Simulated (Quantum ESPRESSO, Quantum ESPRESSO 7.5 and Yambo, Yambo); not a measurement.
## Quasiparticle gap of SrTiO3 (Tausonite) in Yambo

Wanted: ground state, empty states, screening and self-energy for SrTiO3 (Tausonite).

Method: PBE and many-body steps on it, plane waves, in Quantum ESPRESSO 7.5 and Yambo 5.3.0.

**What was measured.**

- Gap 3.77 eV: direct gap (M0 critical point); spectroscopic ellipsometry, second-derivative fit; 300 K; bulk crystal (commercial single crystal) (“Optical probe of ferroelectric order in bulk and thin film perovskite titanates”, 2013, arxiv:1309.1245).

## Step 1: The starting structure

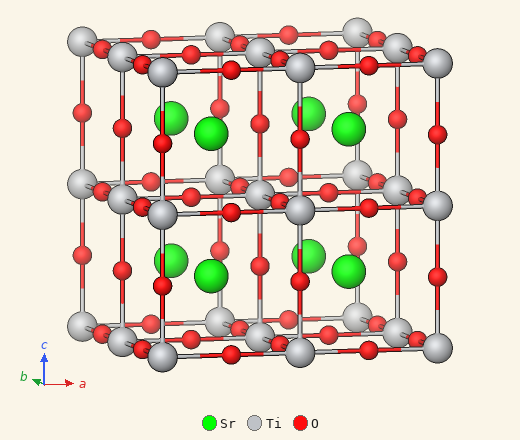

The cell as given, slightly off an axis (strontium green, titanium light grey, oxygen red). 2×2×2 cells are drawn. Some periodic images of atoms are drawn too.

The cell and positions come from the Crystallography Open Database and are kept as given unless a step says otherwise.

## Step 2: Ground state

This step: Quantum ESPRESSO 7.5; DFT, PBE, plane waves, norm-conserving pseudopotentials.

The ground-state density comes first.

pw.in

```
&control
  calculation = 'scf'
  prefix = 'x'
  outdir = 'o'
  pseudo_dir = 'pseudo'
/
&system
  ibrav = 0
  nat = 5
  ntyp = 3
  ecutwfc = 76.0
  nbnd = 26
  force_symmorphic = .true.
/
&electrons
  conv_thr = 1e-10
  electron_maxstep = 80
  mixing_beta = 0.5
/
ATOMIC_SPECIES
  Sr 87.62 Sr.upf
  Ti 47.867 Ti.upf
  O 15.999 O.upf
CELL_PARAMETERS angstrom
  3.9052800000 0.0000000000 0.0000000000
  0.0000000000 3.9052800000 0.0000000000
  0.0000000000 0.0000000000 3.9052800000
ATOMIC_POSITIONS crystal
  Sr 0.5000000000 0.5000000000 0.5000000000
  Ti 0.0000000000 0.0000000000 0.0000000000
  O 0.5000000000 0.0000000000 0.0000000000
  O 0.0000000000 0.5000000000 0.0000000000
  O 0.0000000000 0.0000000000 0.5000000000
K_POINTS automatic
  6 6 6 0 0 0
```

Started as:

```
$ OMP_NUM_THREADS=1 mpirun -n 4 pw.x -nk 4 -in pw.in > pw.out
```

What it wrote:

```text
Program PWSCF v.7.5 starts

     This program is part of the open-source Quantum ESPRESSO suite
     for quantum simulation of materials; please cite
         "P. Giannozzi et al., J. Phys.:Condens. Matter 21 395502 (2009);
         "P. Giannozzi et al., J. Phys.:Condens. Matter 29 465901 (2017);
         "P. Giannozzi et al., J. Chem. Phys. 152 154105 (2020);
     in publications or presentations arising from this work. More details at
     Message from routine setup:
     using ibrav=0 with symmetry is DISCOURAGED, use correct ibrav instead

     G-vector sticks info

     bravais-lattice index     =            0
     lattice parameter (alat)  =       7.3799  a.u.
     unit-cell volume          =     401.9325 (a.u.)^3
     number of atoms/cell      =            5
     number of atomic types    =            3
     number of electrons       =        40.00
     number of Kohn-Sham states=           26
     kinetic-energy cutoff     =      76.0000  Ry
     charge density cutoff     =     304.0000  Ry
     scf convergence threshold =      1.0E-10
     mixing beta               =       0.5000
     number of iterations used =            8  plain     mixing
     Exchange-correlation= PBE
                           (   1   4   3   4   0   0   0)

     celldm(1)=   7.379910  celldm(2)=   0.000000  celldm(3)=   0.000000
     celldm(4)=   0.000000  celldm(5)=   0.000000  celldm(6)=   0.000000

     crystal axes: (cart. coord. in units of alat)
               a(1) = (   1.000000   0.000000   0.000000 )
               a(2) = (   0.000000   1.000000   0.000000 )
               a(3) = (   0.000000   0.000000   1.000000 )

     reciprocal axes: (cart. coord. in units 2 pi/alat)
               b(1) = (  1.000000  0.000000  0.000000 )
               b(2) = (  0.000000  1.000000  0.000000 )
               b(3) = (  0.000000  0.000000  1.000000 )
     Pseudo is Norm-conserving + core correction, Zval = 10.0
     Generated using ONCVPSP code by D. R. Hamann
     Using radial grid of 1834 points,  6 beta functions with:
     Pseudo is Norm-conserving + core correction, Zval = 12.0
     Generated using ONCVPSP code by D. R. Hamann
     Using radial grid of 1586 points,  6 beta functions with:
     Pseudo is Norm-conserving + core correction, Zval =  6.0
     Generated using ONCVPSP code by D. R. Hamann
     Using radial grid of  936 points,  5 beta functions with:
     Sr               10.00    87.62000     Sr( 1.00)
     Ti               12.00    47.86700     Ti( 1.00)
     O                 6.00    15.99900     O ( 1.00)

     48 Sym. Ops., with inversion, found

   Cartesian axes

     site n.     atom                  positions (alat units)
         1        Sr     tau(   1) = (   0.5000000   0.5000000   0.5000000  )
         2        Ti     tau(   2) = (   0.0000000   0.0000000   0.0000000  )
         3        O      tau(   3) = (   0.5000000   0.0000000   0.0000000  )
         4        O      tau(   4) = (   0.0000000   0.5000000   0.0000000  )
         5        O      tau(   5) = (   0.0000000   0.0000000   0.5000000  )

     number of k points=    20
                       cart. coord. in units 2pi/alat
        k(    1) = (   0.0000000   0.0000000   0.0000000), wk =   0.0092593
        k(    2) = (   0.0000000   0.0000000   0.1666667), wk =   0.0555556
        k(    3) = (   0.0000000   0.0000000   0.3333333), wk =   0.0555556
        k(    4) = (   0.0000000   0.0000000  -0.5000000), wk =   0.0277778
        k(    5) = (   0.0000000   0.1666667   0.1666667), wk =   0.1111111
        k(    6) = (   0.0000000   0.1666667   0.3333333), wk =   0.2222222
        k(    7) = (   0.0000000   0.1666667  -0.5000000), wk =   0.1111111
        k(    8) = (   0.0000000   0.3333333   0.3333333), wk =   0.1111111
        k(    9) = (   0.0000000   0.3333333  -0.5000000), wk =   0.1111111
        k(   10) = (   0.0000000  -0.5000000  -0.5000000), wk =   0.0277778
     [... 8 further rows ...]
        k(   19) = (   0.3333333  -0.5000000  -0.5000000), wk =   0.0555556
        k(   20) = (  -0.5000000  -0.5000000  -0.5000000), wk =   0.0092593

     Dense  grid:    36041 G-vectors     FFT dimensions: (  45,  45,  45)

     Initial potential from superposition of free atoms

     starting charge      39.9901, renormalised to      40.0000
     Starting wfcs are   27 randomized atomic wfcs

     per-process dynamical memory:    37.3 Mb

     Self-consistent Calculation

     iteration #  1     ecut=    76.00 Ry     beta= 0.50

     total energy              =    -286.34907618 Ry
     estimated scf accuracy    <       1.82256532 Ry

     iteration #  2     ecut=    76.00 Ry     beta= 0.50

     total energy              =    -286.17705873 Ry
     estimated scf accuracy    <       4.23967324 Ry

     iteration #  3     ecut=    76.00 Ry     beta= 0.50

     total energy              =    -287.08882050 Ry
     estimated scf accuracy    <       0.24573359 Ry

     iteration #  4     ecut=    76.00 Ry     beta= 0.50

     total energy              =    -287.05739207 Ry
     estimated scf accuracy    <       0.08460359 Ry

     iteration #  5     ecut=    76.00 Ry     beta= 0.50

     total energy              =    -287.08113355 Ry
     estimated scf accuracy    <       0.01740189 Ry

     iteration #  6     ecut=    76.00 Ry     beta= 0.50

     total energy              =    -287.08120972 Ry
     estimated scf accuracy    <       0.00230544 Ry

     iteration #  7     ecut=    76.00 Ry     beta= 0.50

     total energy              =    -287.08179541 Ry
     estimated scf accuracy    <       0.00013899 Ry

     iteration #  8     ecut=    76.00 Ry     beta= 0.50

     total energy              =    -287.08179121 Ry
     estimated scf accuracy    <       0.00003260 Ry

     iteration #  9     ecut=    76.00 Ry     beta= 0.50

     total energy              =    -287.08179759 Ry
     estimated scf accuracy    <       0.00000017 Ry

     iteration # 10     ecut=    76.00 Ry     beta= 0.50

     total energy              =    -287.08179769 Ry
     estimated scf accuracy    <       0.00000005 Ry

     iteration # 11     ecut=    76.00 Ry     beta= 0.50

     total energy              =    -287.08179770 Ry
     estimated scf accuracy    <          2.1E-09 Ry

     iteration # 12     ecut=    76.00 Ry     beta= 0.50

     total energy              =    -287.08179770 Ry
     estimated scf accuracy    <          6.0E-10 Ry

     iteration # 13     ecut=    76.00 Ry     beta= 0.50

     total energy              =    -287.08179770 Ry
     estimated scf accuracy    <          1.3E-10 Ry

     iteration # 14     ecut=    76.00 Ry     beta= 0.50

     End of self-consistent calculation

          k = 0.0000 0.0000 0.0000 (  4457 PWs)   bands (ev):

   -46.3526 -22.6721 -22.6270 -22.6270 -22.6270  -7.3121  -6.3299  -6.3299
    -4.6610  -4.6610  -4.6610   7.2355   7.2355   7.2355   8.8811   8.8811
     8.8811   9.6917   9.6917   9.6917  11.9546  11.9546  11.9546  14.4349
    14.4349  15.5056

          k = 0.0000 0.0000 0.1667 (  4525 PWs)   bands (ev):

   -46.3523 -22.7135 -22.6263 -22.6263 -22.5975  -7.3308  -6.3234  -6.3201
    -4.6493  -4.6493  -4.4854   6.8839   7.2187   7.2187   8.5465   8.5465
     8.6549   8.9454   9.5443   9.5443  11.9947  12.5241  12.5241  14.4403
    15.1720  15.9448

          k = 0.0000 0.0000 0.3333 (  4500 PWs)   bands (ev):

   -46.3515 -22.7663 -22.6248 -22.6248 -22.5679  -7.4554  -6.3002  -6.1422
    -4.6257  -4.6257  -4.1970   6.1332   7.2026   7.2026   7.9492   7.9766
     7.9766   8.2598   9.3794   9.3794  12.0782  13.4535  13.4535  14.4470
    16.2106  16.9464

          k = 0.0000 0.0000-0.5000 (  4484 PWs)   bands (ev):

     [... further k-points ...]

     highest occupied, lowest unoccupied level (ev):    10.0469   11.9546

!    total energy              =    -287.08179770 Ry
     estimated scf accuracy    <          6.0E-12 Ry

     The total energy is the sum of the following terms:
     one-electron contribution =     -75.45083833 Ry
     hartree contribution      =      60.40589909 Ry
     xc contribution           =     -59.54529961 Ry
     ewald contribution        =    -212.49155884 Ry

     convergence has been achieved in  14 iterations

     XML data file, charge density, pseudopotentials, collected wavefunctions

=------------------------------------------------------------------------------=
   JOB DONE.
=------------------------------------------------------------------------------=
```

Elapsed: 12 s, on 4 MPI ranks of Arm Neoverse V2, shared host; peak memory 0.32 GiB.

Numbers from this step:

```
total energy               : -3905.9468 eV
gap                        : 1.908 eV
k of the valence top       : -0.5, -0.5, -0.5
k of the conduction bottom : 0, 0, 0
least direct gap           : 2.263 eV
```

The gap is indirect, with the least direct gap 0.36 eV higher.

## Step 3: Bands along the symmetry lines

Levels along a band path, at the cheap level, show where the edges lie and whether the meshes to come will hold them.

pw.in

```
&control
  calculation = 'bands'
  prefix = 'x'
  outdir = 'o'
  pseudo_dir = 'pseudo'
/
&system
  ibrav = 0
  nat = 5
  ntyp = 3
  ecutwfc = 76.0
  nbnd = 26
  force_symmorphic = .true.
/
&electrons
  conv_thr = 1e-9
  electron_maxstep = 80
  diago_full_acc = .true.
  diago_thr_init = 5e-6
/
ATOMIC_SPECIES
  Sr 87.62 Sr.upf
  Ti 47.867 Ti.upf
  O 15.999 O.upf
CELL_PARAMETERS angstrom
  3.9052800000 0.0000000000 0.0000000000
  0.0000000000 3.9052800000 0.0000000000
  0.0000000000 0.0000000000 3.9052800000
ATOMIC_POSITIONS crystal
  Sr 0.5000000000 0.5000000000 0.5000000000
  Ti 0.0000000000 0.0000000000 0.0000000000
  O 0.5000000000 0.0000000000 0.0000000000
  O 0.0000000000 0.5000000000 0.0000000000
  O 0.0000000000 0.0000000000 0.5000000000
K_POINTS crystal
  50
  0.00000000 0.00000000 0.00000000 1
  0.00000000 0.06250000 0.00000000 1
  0.00000000 0.12500000 0.00000000 1
  0.00000000 0.18750000 0.00000000 1
  0.00000000 0.25000000 0.00000000 1
  0.00000000 0.31250000 0.00000000 1
  0.00000000 0.37500000 0.00000000 1
  0.00000000 0.43750000 0.00000000 1
  0.00000000 0.50000000 0.00000000 1
  0.06250000 0.50000000 0.00000000 1
  0.12500000 0.50000000 0.00000000 1
  0.18750000 0.50000000 0.00000000 1
  0.25000000 0.50000000 0.00000000 1
  0.31250000 0.50000000 0.00000000 1
  0.37500000 0.50000000 0.00000000 1
  0.43750000 0.50000000 0.00000000 1
  0.50000000 0.50000000 0.00000000 1
  0.43750000 0.43750000 0.00000000 1
  0.37500000 0.37500000 0.00000000 1
  0.31250000 0.31250000 0.00000000 1
  0.25000000 0.25000000 0.00000000 1
  0.18750000 0.18750000 0.00000000 1
  0.12500000 0.12500000 0.00000000 1
  0.06250000 0.06250000 0.00000000 1
  0.00000000 0.00000000 0.00000000 1
  0.06250000 0.06250000 0.06250000 1
  0.12500000 0.12500000 0.12500000 1
  0.18750000 0.18750000 0.18750000 1
  0.25000000 0.25000000 0.25000000 1
  0.31250000 0.31250000 0.31250000 1
  0.37500000 0.37500000 0.37500000 1
  0.43750000 0.43750000 0.43750000 1
  0.50000000 0.50000000 0.50000000 1
  0.43750000 0.50000000 0.43750000 1
  0.37500000 0.50000000 0.37500000 1
  0.31250000 0.50000000 0.31250000 1
  0.25000000 0.50000000 0.25000000 1
  0.18750000 0.50000000 0.18750000 1
  0.12500000 0.50000000 0.12500000 1
  0.06250000 0.50000000 0.06250000 1
  0.00000000 0.50000000 0.00000000 1
  0.50000000 0.50000000 0.50000000 1
  0.50000000 0.50000000 0.43750000 1
  0.50000000 0.50000000 0.37500000 1
  0.50000000 0.50000000 0.31250000 1
  0.50000000 0.50000000 0.25000000 1
  0.50000000 0.50000000 0.18750000 1
  0.50000000 0.50000000 0.12500000 1
  0.50000000 0.50000000 0.06250000 1
  0.50000000 0.50000000 0.00000000 1
```

What it wrote:

```text
[banner, memory and clock lines left out]
Program PWSCF v.7.5 starts

     Atomic positions and unit cell read from directory:
     o/x.save/

     Message from routine setup:
     using ibrav=0 with symmetry is DISCOURAGED, use correct ibrav instead

     G-vector sticks info

     bravais-lattice index     =            0
     lattice parameter (alat)  =       7.3799  a.u.
     unit-cell volume          =     401.9325 (a.u.)^3
     number of atoms/cell      =            5
     number of atomic types    =            3
     number of electrons       =        40.00
     number of Kohn-Sham states=           26
     kinetic-energy cutoff     =      76.0000  Ry
     charge density cutoff     =     304.0000  Ry
     Exchange-correlation= PBE
                           (   1   4   3   4   0   0   0)

     celldm(1)=   7.379910  celldm(2)=   0.000000  celldm(3)=   0.000000
     celldm(4)=   0.000000  celldm(5)=   0.000000  celldm(6)=   0.000000

     crystal axes: (cart. coord. in units of alat)
               a(1) = (   1.000000   0.000000   0.000000 )
               a(2) = (   0.000000   1.000000   0.000000 )
               a(3) = (   0.000000   0.000000   1.000000 )

     reciprocal axes: (cart. coord. in units 2 pi/alat)
               b(1) = (  1.000000  0.000000  0.000000 )
               b(2) = (  0.000000  1.000000  0.000000 )
               b(3) = (  0.000000  0.000000  1.000000 )
     Pseudo is Norm-conserving + core correction, Zval = 10.0
     Generated using ONCVPSP code by D. R. Hamann
     Using radial grid of 1834 points,  6 beta functions with:
     Pseudo is Norm-conserving + core correction, Zval = 12.0
     Generated using ONCVPSP code by D. R. Hamann
     Using radial grid of 1586 points,  6 beta functions with:
     Pseudo is Norm-conserving + core correction, Zval =  6.0
     Generated using ONCVPSP code by D. R. Hamann
     Using radial grid of  936 points,  5 beta functions with:
     Sr               10.00    87.62000     Sr( 1.00)
     Ti               12.00    47.86700     Ti( 1.00)
     O                 6.00    15.99900     O ( 1.00)

     48 Sym. Ops., with inversion, found

   Cartesian axes

     site n.     atom                  positions (alat units)
         1        Sr     tau(   1) = (   0.5000000   0.5000000   0.5000000  )
         2        Ti     tau(   2) = (   0.0000000   0.0000000   0.0000000  )
         3        O      tau(   3) = (   0.5000000   0.0000000   0.0000000  )
         4        O      tau(   4) = (   0.0000000   0.5000000   0.0000000  )
         5        O      tau(   5) = (   0.0000000   0.0000000   0.5000000  )

     number of k points=    50
                       cart. coord. in units 2pi/alat
        k(    1) = (   0.0000000   0.0000000   0.0000000), wk =   0.0400000
        k(    2) = (   0.0000000   0.0625000   0.0000000), wk =   0.0400000
        k(    3) = (   0.0000000   0.1250000   0.0000000), wk =   0.0400000
[...]
[... 38 further rows ...]
        k(   49) = (   0.5000000   0.5000000   0.0625000), wk =   0.0400000
        k(   50) = (   0.5000000   0.5000000   0.0000000), wk =   0.0400000

     Dense  grid:    36041 G-vectors     FFT dimensions: (  45,  45,  45)

     The potential is recalculated from file :
     o/x.save/charge-density

     Starting wfcs are   27 randomized atomic wfcs

     Band Structure Calculation

     End of band structure calculation

          k = 0.0000 0.0000 0.0000 (  4457 PWs)   bands (ev):

   -46.3527 -22.6721 -22.6271 -22.6271 -22.6271  -7.3121  -6.3299  -6.3299
    -4.6610  -4.6610  -4.6610   7.2355   7.2355   7.2355   8.8811   8.8811
     8.8811   9.6918   9.6918   9.6918  11.9546  11.9546  11.9546  14.4348
    14.4349  15.5056

          k = 0.0000 0.0625 0.0000 (  4485 PWs)   bands (ev):

[...]
14.5651  15.5703

          k = 0.0000 0.1250 0.0000 (  4509 PWs)   bands (ev):

[...]
14.8962  15.7606

[...]
k = 0.5000 0.5000 0.0625 (  4496 PWs)   bands (ev):

[...]
17.9539  18.3910

          k = 0.5000 0.5000 0.0000 (  4500 PWs)   bands (ev):

[...]
-4.5566  -4.2411  -4.2411   5.4282   5.5333   5.8694   7.2143   7.2143
     8.3223   8.4929   8.4929   9.9609  13.8855  13.8855  14.3484  15.4144
    17.9846  18.3561

     XML data file, pseudopotentials, collected wavefunctions
```

The job ended after 8.3 s (4 MPI ranks; peak memory 0.26 GiB).

Numbers from this step:

```
gap                        : 1.908 eV
k of the valence top       : 0.5, 0.5, 0.5
k of the conduction bottom : 0, 0, 0
least direct gap           : 2.263 eV
```

The gap is 1.908 eV, as in the run before at this level.

Electronic bands along the path, in eV, zero at the top of the highest filled band:

```
    point  band 17  band 18  band 19  band 20  band 21  band 22  band 23  band 24
        Γ    -1.17    -0.36    -0.36    -0.36     1.91     1.91     1.91     4.39
        X    -2.34    -1.96    -0.73    -0.73     2.07     3.83     3.83     4.40
        M    -1.72    -1.55    -1.55    -0.09     3.84     3.84     4.30     5.37
        Γ    -1.17    -0.36    -0.36    -0.36     1.91     1.91     1.91     4.39
        R    -3.71     0.00     0.00     0.00     4.52     4.52     4.52     7.00
        X    -2.34    -1.96    -0.73    -0.73     2.07     3.83     3.83     4.40
jump to R    -3.71     0.00     0.00     0.00     4.52     4.52     4.52     7.00
        M    -1.72    -1.55    -1.55    -0.09     3.84     3.84     4.30     5.37
```

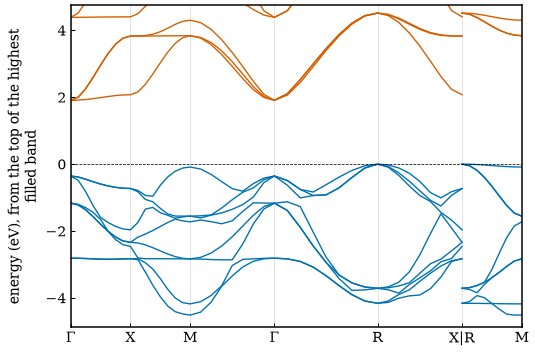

Electronic bands along the path; lines of filled and empty bands in two colours.

(Part 1 of 3 ends here.)

[Paths, hosts, dates, memory and timing lines, banners, echoed tables and standing remarks are left out of the program output.]

[Logs are printed without paths, hosts, clocks, repeated set-up lines and the standing remarks that a program may print on its own settings, such as how far it seeks lower states.]

[Runs of the session that timed out or met a known fault of the program may be left out.]

[Hosts, paths, dates, database ids (printed as entryN), source tags and the programs' standing remarks are cut or masked in the printed files.]
